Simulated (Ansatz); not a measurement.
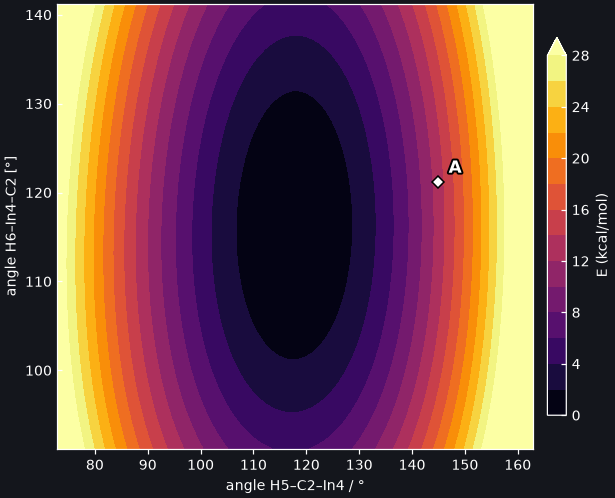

CH3Cl2In, SMILES Cl[CH](Cl)[InH2]. 
- The first coordinate is: angle H5–C2–In4; the second: angle H6–In4–C2.
- Nothing is relaxed (all other coordinates rigid).
- The grid has 11 × 11 points.
- Points are written as (first, second).
- Energies: kcal/mol, counted from the relaxed molecule at the same level.
- Method: Ansatz 0.2.0, RKS PBE0-D4/def2-TZVP.

The picture shows filled contours, one colour for all values above the top of the scale, the point A. Between grid points the surface is interpolated.

Is A at rest? If not, where is it pushed?

Answer. A, at (145°, 121.2°), is not a stationary point. The computed force is 0.97 kcal/mol for each degree towards smaller values of angle H5–C2–In4 and 0.088 kcal/mol for each degree towards smaller values of angle H6–In4–C2.
